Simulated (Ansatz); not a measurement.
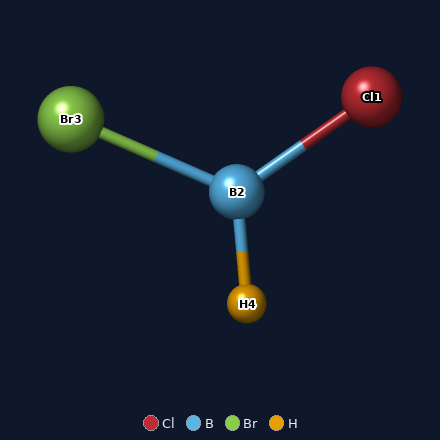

The system is BBrClH, SMILES ClBBr; the picture shows the reference structure. The first coordinate is: bond length Cl1–B2; the second: bond length B2–H4. Nothing is relaxed (all other coordinates rigid). The grid has 13 × 13 points. Energies: kJ/mol, counted from the lowest grid point. Computed with RKS B3LYP-D4/def2-TZVP (Ansatz 0.2.0).

Its coordinates:

```xyz
4

Cl   -1.5901   -0.5653    0.1656
B    -0.0107    0.1082   -0.0996
Br    1.5396   -0.6652    0.6979
H     0.1166    1.0621   -0.7843
```

Range: bond length Cl1–B2 from 1.529 to 2.172 Å; bond length B2–H4 from 1.016 to 1.653 Å.

What landscape does the calculation give?

Answer. The lowest grid point is at bond length Cl1–B2 = 1.743 Å, bond length B2–H4 = 1.175 Å. No other kind of well shows on this grid. The highest grid point, bond length Cl1–B2 = 2.172 Å, bond length B2–H4 = 1.653 Å, lies 248 kJ/mol above the lowest. Round the minimum the contours are nearly round: the two directions are equally stiff and uncoupled.

```tsv
bond length B2–H4 ↓, bond length Cl1–B2 →	1.529	1.582	1.636	1.690	1.743	1.797	1.850	1.904	1.957	2.011	2.065	2.118	2.172
1.653	192	159	140	131	130	135	145	158	173	191	209	228	248
1.600	172	140	120	111	110	114	124	137	152	170	188	207	227
1.547	153	120	100	91	89	94	103	116	132	149	167	186	206
1.494	135	102	81	72	70	75	84	97	112	129	147	166	186
1.441	118	85	64	54	52	57	66	78	93	110	129	147	167
1.388	103	69	48	38	36	40	49	62	77	93	112	130	150
1.335	90	56	35	24	22	26	35	47	62	79	97	115	134
1.281	79	45	23	13	10	14	23	35	49	66	84	103	122
1.228	72	37	16	5	2	6	15	27	41	58	76	94	114
1.175	71	36	14	3	0	4	12	24	38	55	73	91	111
1.122	76	41	19	7	5	8	16	28	43	59	77	95	115
1.069	90	55	33	21	18	22	30	42	56	72	90	109	128
1.016	116	81	58	47	44	47	55	67	81	98	116	134	153
```

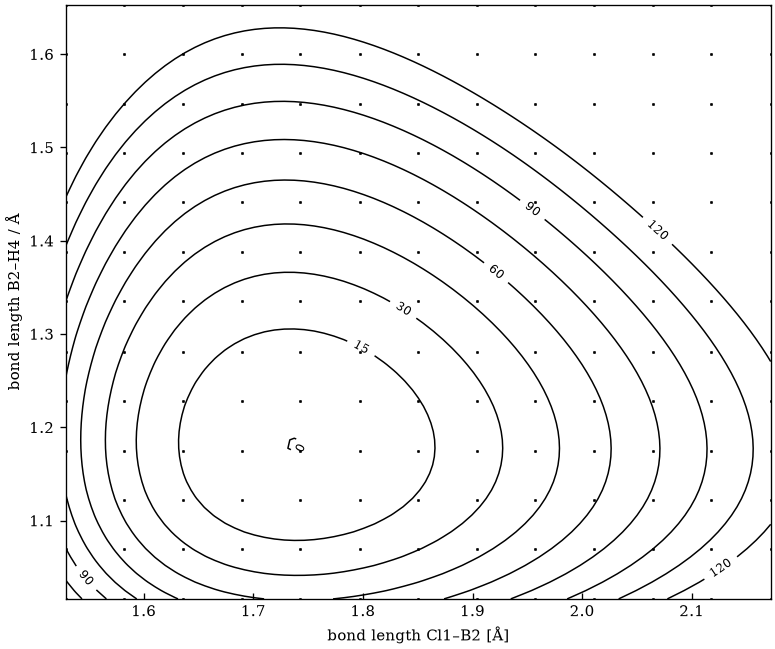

In the figure: contour lines labelled in kJ/mol (none above 120), dots at the grid points. Between grid points the surface is interpolated.

Each point was launched as `ansatz run input.yaml --threads 1 --pin off --max-ram 2560MiB --backend cpu --events-out ev --progress --plain --runs-dir out`. Time for the 169 points that were run: 9.1 min on 1 thread of Arm Neoverse V2 (shared host).
